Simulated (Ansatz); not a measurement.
# U-revPBE/6-31G(d) (spherical functions) run of CH4ClGeO (SMILES [CH3][Ge]([OH])[Cl])

What is the energy change on altering one bond length of CH4ClGeO at U-revPBE/6-31G* (spherical functions)? 

The results are computed with Ansatz 0.2.0.

122 further runs of the same task are left out: 122 set aside as unsound or not needed.

## Step 1: The molecule

CH4ClGeO: 8 atoms, total charge 0, spin state doublet. As SMILES, `[CH3][Ge]([OH])[Cl]`. The shape is that of a PBE0-D4/def2-TZVP optimisation. This is one conformer, not always the lowest.

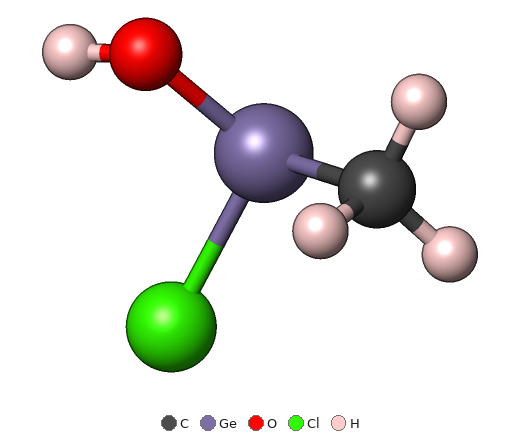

The structure, seen from a chosen angle (carbon dark grey, germanium purple, oxygen red, chlorine green, hydrogen pink).

## Step 2: A single-point energy at U-revPBE/6-31G(d) (spherical functions)

molecule.yaml reads:

```yaml
basis:
  gaussian:
    orbitals: 6-31G_st_-spherical.json
crystal:
  periodic: [false, false, false]
  atoms:
    - symbol: C
      position_ang: [0.070000, 1.235100, -0.045900]
    - symbol: Ge
      position_ang: [-0.661500, -0.553500, 0.272700]
    - symbol: O
      position_ang: [0.714600, -1.504600, 0.880000]
    - symbol: Cl
      position_ang: [-1.247100, -1.432100, -1.639400]
    - symbol: H
      position_ang: [0.419500, 1.652400, 0.898100]
    - symbol: H
      position_ang: [0.906900, 1.122600, -0.737600]
    - symbol: H
      position_ang: [-0.694800, 1.876200, -0.480900]
    - symbol: H
      position_ang: [0.584600, -2.453200, 0.797100]
output: {orbitals: {seedname: orbitals}}
magnetization:
  spin_polarized: true
  initial_magnetization: 1
accuracy: high
hamiltonian:
  xc: {name: revPBE}
```

The basis set 6-31G* is read from a file made from the Basis Set Exchange's data (not shown).

Command:

```
$ ansatz run molecule.yaml --threads 1 --pin off --max-ram 3480MiB --events-out events.jsonl --progress --plain --runs-dir runs
```

Log:

```text
Warning: RAYON_NUM_THREADS=1 ignored (pool sized by the plan → 1); use --threads N
Functional definition: revPBE
  name "revPBE"
  parameter kappa = 1.245
  parameter beta = 0.06672455060314922
  exchange = pbe_x(kappa = kappa, mu = beta*pi^2/3)
  correlation = pbe_c(beta = beta)
1884 factors; integrals over basis functions are off by at most 7.8e-9 eV
mean field evaluation 1: about -72164.5178 eV, gradient 5.1e1 eV
mean field evaluation 2: about -72099.7141 eV, gradient 1.2e2 eV
mean field evaluation 4: about -72174.7773 eV, gradient 9.0e0 eV
mean field evaluation 8: about -72175.1573 eV, gradient 2.4e-1 eV
mean field evaluation 16: about -72175.1575 eV, gradient 3.2e-5 eV
mean field -72175.15753430 eV, -2652.3881173067 hartree, gradient 1.4e-8 eV, S^2 0.751584; 0 other end points of the search recorded, 0 dependent functions left out
reference -72175.15753846 eV, -2652.3881174595 hartree; 34, 33 occupied and 52, 53 virtual orbitals, 1884 factors
Total energy: -72175.15753846 eV, -2652.3881174595 hartree
```

It took 12 s on 1 thread of Arm Neoverse V2, shared host; peak memory 0.28 GiB.

## Step 3: The distorted shape, same level

in.yaml reads:

```yaml
crystal:
  periodic: [false, false, false]
  atoms:
    - {symbol: C, position_ang: [-0.342823, 1.520425, -0.228087]}
    - {symbol: Ge, position_ang: [-1.074323, -0.268175, 0.090513]}
    - {symbol: O, position_ang: [0.714600, -1.504600, 0.880000]}
    - {symbol: Cl, position_ang: [-1.659923, -1.146775, -1.821587]}
    - {symbol: H, position_ang: [0.006677, 1.937725, 0.715913]}
    - {symbol: H, position_ang: [0.494077, 1.407925, -0.919787]}
    - {symbol: H, position_ang: [-1.107623, 2.161525, -0.663087]}
    - {symbol: H, position_ang: [0.584600, -2.453200, 0.797100]}
basis:
  gaussian:
    orbitals: 6-31G_st_-spherical.json
total_charge: 0
magnetization:
  spin_polarized: true
  initial_magnetization: 1
hamiltonian:
  xc: {name: revPBE}
accuracy: high
output: {orbitals: {seedname: orbitals}}
```

The basis set 6-31G* is read from a file made from the Basis Set Exchange's data (not shown).

Command:

```
$ ansatz run in.yaml --threads 1 --pin off --max-ram 3480MiB --events-out events.jsonl --progress --plain --runs-dir runs
```

Log:

```text
Warning: RAYON_NUM_THREADS=1 ignored (pool sized by the plan → 1); use --threads N
Functional definition: revPBE
  name "revPBE"
  parameter kappa = 1.245
  parameter beta = 0.06672455060314922
  exchange = pbe_x(kappa = kappa, mu = beta*pi^2/3)
  correlation = pbe_c(beta = beta)
1856 factors; integrals over basis functions are off by at most 4.5e-9 eV
mean field evaluation 1: about -72160.9191 eV, gradient 5.5e1 eV
mean field evaluation 2: about -71992.3385 eV, gradient 1.4e2 eV
mean field evaluation 4: about -72173.3232 eV, gradient 1.2e1 eV
mean field evaluation 8: about -72174.0704 eV, gradient 3.3e-1 eV
mean field evaluation 16: about -72174.0619 eV, gradient 4.7e-4 eV
mean field evaluation 32: about -72173.8766 eV, gradient 3.0e0 eV
mean field -72174.06191086 eV, -2652.3478538877 hartree, gradient 3.9e-8 eV, S^2 0.755092; 1 other end points of the search recorded, 0 dependent functions left out
reference -72174.06191499 eV, -2652.3478540397 hartree; 34, 33 occupied and 52, 53 virtual orbitals, 1856 factors
Total energy: -72174.06191499 eV, -2652.3478540397 hartree
```

It took 12 s on 1 thread of Arm Neoverse V2, shared host; peak memory 0.28 GiB.

## Step 4: Summary of results

At U-revPBE/6-31G* (spherical functions):

```
                                                          quantity           value
                                         first shape: total energy  -2652.38812 Eh
                   first shape: HOMO energy (highest over α and β)        -4.94 eV
                    first shape: LUMO energy (lowest over α and β)        -3.73 eV
                                                 first shape: ⟨S²⟩           0.752
                                     distorted shape: total energy  -2652.34785 Eh
               distorted shape: HOMO energy (highest over α and β)        -5.48 eV
                distorted shape: LUMO energy (lowest over α and β)        -4.45 eV
                                             distorted shape: ⟨S²⟩           0.755
energy change with the Ge2–O3 bond stretched from 1.780 to 2.313 Å        1.096 eV
```

What this shows: With the Ge2–O3 bond stretched from 1.780 to 2.313 Å the energy rises by 1.10 eV (106 kJ/mol). The first shape isn't relaxed at this level, so the change isn't measured from a minimum.
